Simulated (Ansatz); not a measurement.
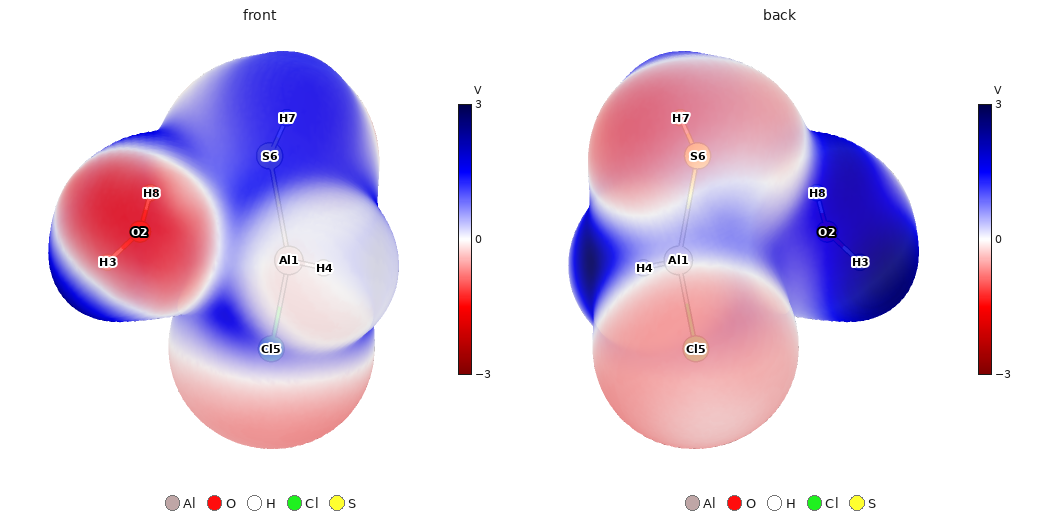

The picture shows: AlClH2S···H2O. The electrostatic potential painted on the density surface at 0.002 e/bohr³, seen from the front and from behind; red is negative and blue positive.

Not at a stationary point (largest force 0.9 eV/Å).

All numbers below come from RKS B3LYP-D4/6-31G* in Ansatz.

```xyz
8

Al    0.0739    0.6664   -0.3062
O    -0.1878   -0.2145    2.5090
H    -1.0589   -0.6055    2.6873
H     1.4376    0.0006   -0.7032
Cl   -1.7777   -0.0594   -1.0237
S    -0.0704    2.6269    0.7812
H     1.2624    2.6938    1.0296
H    -0.3272    0.7638    2.5820
```

**Where is the surface potential most negative and most positive?**

The most negative region (about −1.3 V, or −30 kcal/mol for a unit charge) lies over O2, the most positive (about +2.7 V, or +62 kcal/mol for a unit charge) over Al1 and H3. O2 is the likeliest acceptor of a hydrogen bond.
